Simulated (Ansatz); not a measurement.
# Frequency calculation, with input and output: BN2H7

System: BN2H7.
Method: RKS B3LYP-D4/6-31G* (Ansatz 0.2.0).

It belongs to a series of runs on one base structure; here: vibrations at the highest image of the band. Figures and captions count atoms from 1; the log counts them from 0 in places.

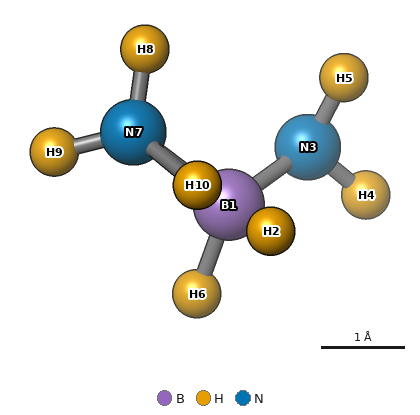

Fig. 1: The structure (ball-and-stick view, seen at a tilt; atoms are numbered from 1 in the order of the input). Bond lengths as drawn: B–H 1.20 Å, B–N 1.45 to 1.59 Å and H–N 1.01 to 1.30 Å.

**Summary**

- outcome: converged
- total energy: −3769.7814 eV
- mean-field energy: −3769.5722 eV
- largest force (length of the vector): 0.031 eV/Å
- hardware: 1 thread of Arm Neoverse V1, 24 GiB of memory available, shared host
- wall time: 80 s
- peak memory: 0.11 GiB

**The input**
```yaml
crystal:
  periodic: [false, false, false]
  atoms:
    - { symbol: B, position_ang: [0.134696, 0.386099, -0.039145] }
    - { symbol: H, position_ang: [0.055197, -0.277991, 1.299298] }
    - { symbol: "N", position_ang: [1.380375, 0.152631, -0.740413] }
    - { symbol: H, position_ang: [1.455281, -0.732772, -1.227183] }
    - { symbol: H, position_ang: [2.253216, 0.347764, -0.262263] }
    - { symbol: H, position_ang: [-0.883619, 0.001925, -0.540447] }
    - { symbol: "N", position_ang: [-0.035151, 1.800157, 0.666607] }
    - { symbol: H, position_ang: [0.813567, 2.345918, 0.787181] }
    - { symbol: H, position_ang: [-0.806052, 2.385638, 0.359891] }
    - { symbol: H, position_ang: [-0.114412, 0.753331, 1.433775] }
basis:
  gaussian: { orbitals: "6-31G*" }
hamiltonian:
  xc: b3lyp
  dispersion: d4
phonons: {}
```

Command:
```bash
ansatz run input.yaml --threads 1 --pin off --max-ram 2048MiB --backend cpu --events-out ev --progress --plain --runs-dir out
```

**Output**
```
Engine: ansatz 0.2.0, aarch64-unknown-linux-gnu
Functional definition: B3LYP
  parameter a0 = 0.2
  parameter ax = 0.72
  parameter ac = 0.81
  exchange = (1 - a0 - ax)*slater_x + ax*b88_x + a0*exact_x
  correlation = (1 - ac)*vwn_rpa_c + ac*lyp_c
724 factors; integrals over basis functions are off by at most 5.6e-4 eV
mean field evaluation 1: about -3760.8981 eV, gradient 6.6e1 eV
mean field evaluation 2: about -3750.4560 eV, gradient 9.3e1 eV
mean field evaluation 4: about -3769.5564 eV, gradient 2.5e0 eV
mean field evaluation 8: about -3769.5720 eV, gradient 2.7e-2 eV
mean field -3769.57201112 eV, -138.5292163009 hartree, gradient 1.9e-5 eV, S^2 0.000000; 0 other end points of the search recorded, 0 dependent functions left out
the calculation of the forces begins
reference -3769.57220585 eV, -138.5292234570 hartree; 13, 13 occupied and 46, 46 virtual orbitals, 724 factors
these checks for a lower state are left out or cut short: stability, starts, cluster_reference, orbital_swaps, neighbouring_geometries, increment
724 factors; integrals over basis functions are off by at most 5.6e-4 eV
mean field evaluation 16: about -3769.5717 eV, gradient 1.2e-1 eV
mean field -3769.57178715 eV, -138.5292080702 hartree, gradient 8.5e-7 eV, S^2 0.000000; 0 other end points of the search recorded, 0 dependent functions left out
[... from here on the field's lines of each further geometry are left out, up to the last ...]
the calculation of the forces begins
reference -3769.57218636 eV, -138.5292227408 hartree; 13, 13 occupied and 46, 46 virtual orbitals, 724 factors
these checks for a lower state are left out or cut short: stability, starts, cluster_reference, orbital_swaps, neighbouring_geometries, increment
724 factors; integrals over basis functions are off by at most 5.6e-4 eV
mean field -3769.57196668 eV, -138.5292146678 hartree, gradient 1.7e-6 eV, S^2 0.000000; 0 other end points of the search recorded, 0 dependent functions left out
the calculation of the forces begins
reference -3769.57216142 eV, -138.5292218244 hartree; 13, 13 occupied and 46, 46 virtual orbitals, 724 factors
WARN: phonons: modes at or below zero, which the zero-point energy, F, S and C_V leave out: 1, the lowest at -1612.82 cm⁻¹. A minimum has none, and a first-order saddle one
Total energy: -3769.78142919 eV, -138.5369122730 hartree
Atom 0 at     0.134696     0.386099    -0.039145 Å, force    -0.017229    -0.006396     0.007724 eV/Å
Atom 1 at     0.055197    -0.277991     1.299298 Å, force     0.000962     0.000471    -0.006195 eV/Å
Atom 2 at     1.380375     0.152631    -0.740413 Å, force     0.005578    -0.006740     0.000303 eV/Å
Atom 3 at     1.455281    -0.732772    -1.227183 Å, force     0.000848     0.004441    -0.000786 eV/Å
Atom 4 at     2.253216     0.347764    -0.262263 Å, force     0.001428    -0.000467     0.000103 eV/Å
Atom 5 at    -0.883619     0.001925    -0.540447 Å, force     0.001697    -0.000757    -0.003445 eV/Å
Atom 6 at    -0.035151     1.800157     0.666607 Å, force     0.012929     0.027547    -0.006875 eV/Å
Atom 7 at     0.813567     2.345918     0.787181 Å, force    -0.003709    -0.001433    -0.000097 eV/Å
Atom 8 at    -0.806052     2.385638     0.359891 Å, force    -0.001746    -0.011470     0.004202 eV/Å
Atom 9 at    -0.114412     0.753331     1.433775 Å, force    -0.000758    -0.005196     0.005067 eV/Å
Dipole moment:     0.194284     0.326437     0.122911 e Å
Vibrations: -1612.82 281.14 327.60 421.40 561.05 708.23 732.11 778.67 842.04 869.80 1018.42 1128.40 1161.52 1275.45 1469.69 1582.06 1669.61 1766.00 1849.00 2625.75 3514.08 3539.14 3622.55 3624.40 cm⁻¹, zero-point energy 2.192542 eV
```

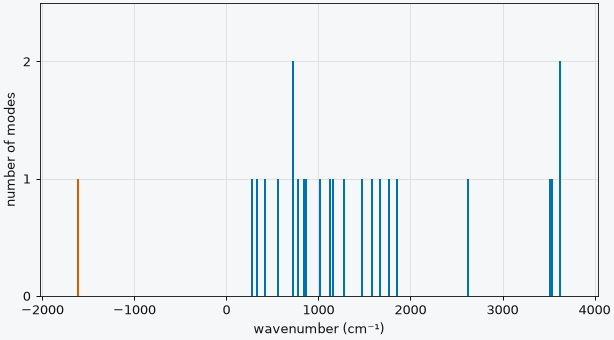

Fig. 2: Harmonic vibrational wavenumbers from the force constants; neighbouring modes closer than 24 cm⁻¹ are counted in one stick, and imaginary ones are drawn at negative wavenumbers. 24 modes from 1613i to 3624 cm⁻¹, 1 imaginary beyond 8i (1613i cm⁻¹): a first-order saddle point, if the geometry is stationary.
